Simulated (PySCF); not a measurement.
# In(H2O)H3 (H5InO): electronic structure

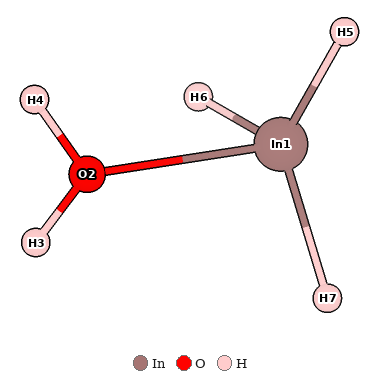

The molecule, with its atoms numbered as below. No frequency check shows the geometry to be a minimum.

Geometry (Å), atoms numbered from 1:

```
In1     -0.3954   -0.0003    0.0032
O2       2.0147    0.0042   -0.1060
H3       2.4045   -0.7856    0.2873
H4       2.4290    0.7740    0.3005
H5      -0.6371    1.4134   -0.8989
H6      -0.3668    0.1115    1.7067
H7      -0.5727   -1.5323   -0.7028
```

### 1. Bonding charge

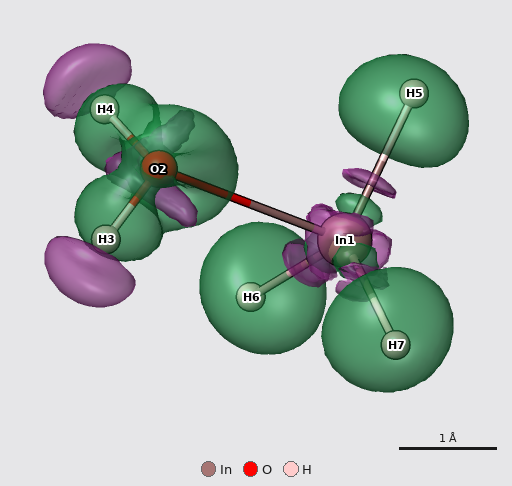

Deformation density (molecule less spherical, spin-averaged free atoms at the same positions), surfaces at ±0.08 e/Å³; green: gain, purple: loss.

Level of theory: PBE0/def2-SVP (PySCF), at a geometry from GFN2-xTB. Core potentials replace the inner electrons of In; spin–orbit coupling isn't included.

How much density has each bond gained at its critical point, relative to the free atoms?

Answer. In1–H5: +0.16 e/Å³ at the bond critical point (bond length 1.69 Å, Mayer order 1.0). In1–H7: +0.16 e/Å³ at the bond critical point (bond length 1.70 Å, Mayer order 1.0). In1–H6: +0.15 e/Å³ at the bond critical point (bond length 1.71 Å, Mayer order 0.9). In1–O2: −0.03 e/Å³ at the bond critical point (bond length 2.41 Å, Mayer order 0.3). In all, 1.4 electrons gather in the regions of gain relative to the promolecule. A small or negative value marks a very polar bond, one between electron-rich atoms, whose free-atom densities already overlap strongly, a long bond to a heavier atom, or a closed-shell contact such as a hydrogen bond.

Where do the Hirshfeld charges lie?

Answer. The highest Hirshfeld charge is on In1 (+0.32 e), the lowest on O2 (−0.21 e).

```
atom  charge (e)
 In1       +0.32
  O2       −0.21
  H3       +0.20
  H4       +0.20
  H5       −0.17
  H6       −0.18
  H7       −0.17
```

### 2. Bond critical points

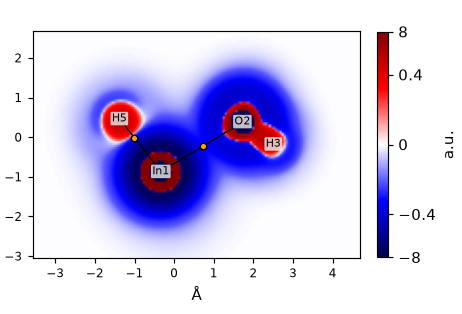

Negative Laplacian of the density (−∇²ρ) in the plane of In1, O2, H3 and H5 (red positive, blue negative, colour scale in a.u., logarithmic beyond ±0.04), with bond paths and bond critical points (dots).

At which bond critical points in this plane is charge locally concentrated, and at which depleted?

Answer. At none is it concentrated. Depleted (∇²ρ > 0): In1–H5 (+0.19 a.u., H = −0.041); In1–O2 (+0.17 a.u., H = −0.001).

Where along In1–H5 does the critical point lie?

Answer. 1.08 Å from In1 and 0.62 Å from H5.

### 3. Local ionisation energy

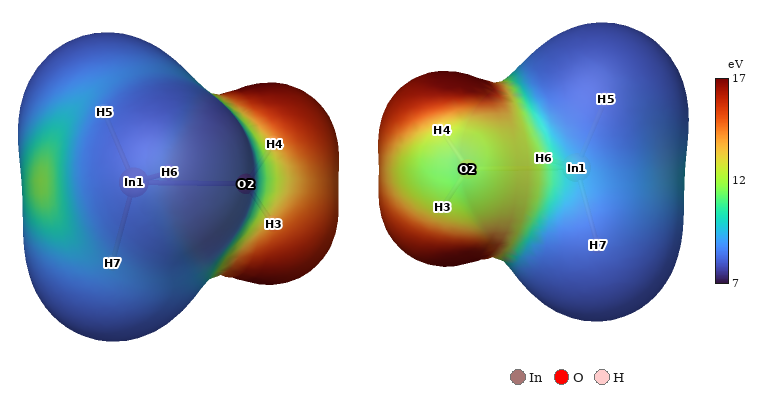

Average local ionisation energy on the surface of electron density 0.001 a.u. (back view left, front view right).

Where are the most loosely bound electrons on this surface?

Answer. The lowest value is 7.9 eV, 1.5 Å from H6. Further minima include 8.0 eV, 1.5 Å from H5, and at like points elsewhere; 11.4 eV, 1.8 Å from O2. For comparison, the highest occupied orbital lies at −7.4 eV.

What volume does the surface enclose, and what is the dipole moment?

Answer. About 91 Å³; the dipole moment is 3.9 D.

The PySCF run shown took 3.7 s on 1 thread of AMD EPYC 9R45 96-Core Processor (Zen 5) (shared host).
